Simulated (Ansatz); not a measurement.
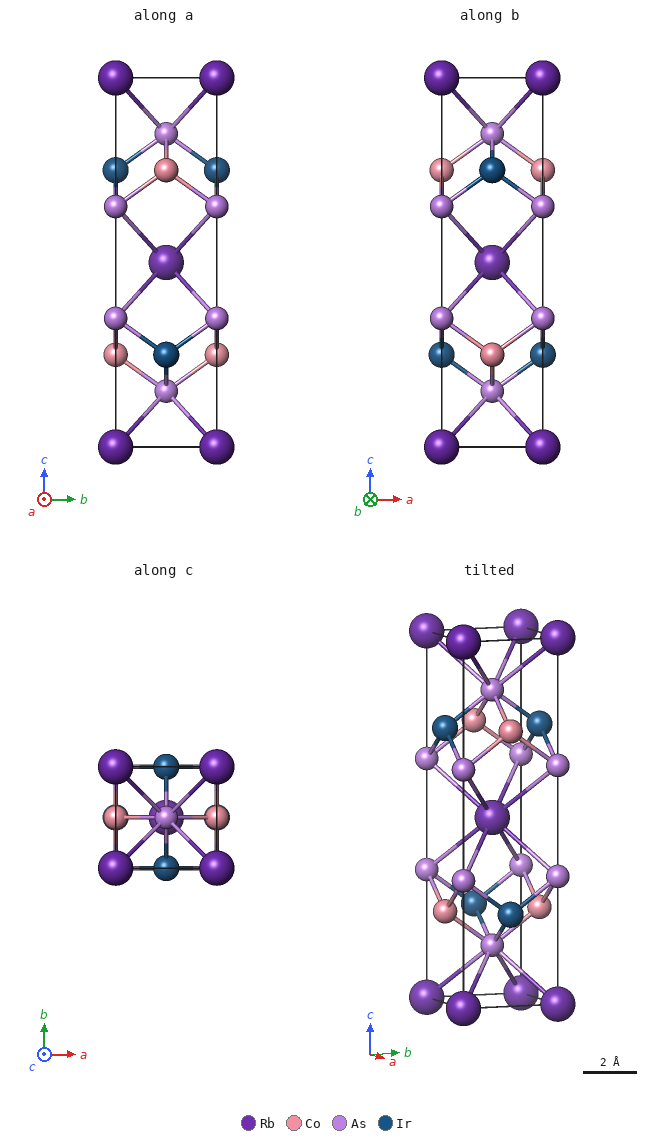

Ball-and-stick representation of a periodic structure, projected along the a axis, along the b axis, along the c axis and slightly off an axis. Thin lines show the conventional unit cell, with boundary atoms drawn in all their periodic places.

Lattice parameters: a = 3.859 Å, b = 3.859 Å, c = 14.068 Å, α = 90.00°, β = 90.00°, γ = 90.00°.

### Transcribe the picture into a table of Wyckoff sites, with free fractional coordinates to two decimals.

Space group I-4m2 (No. 119).
```
atom  site     x     y     z
  Rb    2a  0.00  0.00  0.00
  Co    2d  0.50  0.00  0.25
  As    4e  0.00  0.00  0.35
  Ir    2c  0.00  0.50  0.25
```

Origin of the cell: a structure type filled with these elements by a generator (whether the compound takes this form wasn't checked). Relaxation method: Ansatz, DFT PBEsol, scalar-relativistic, plane waves, PAW.
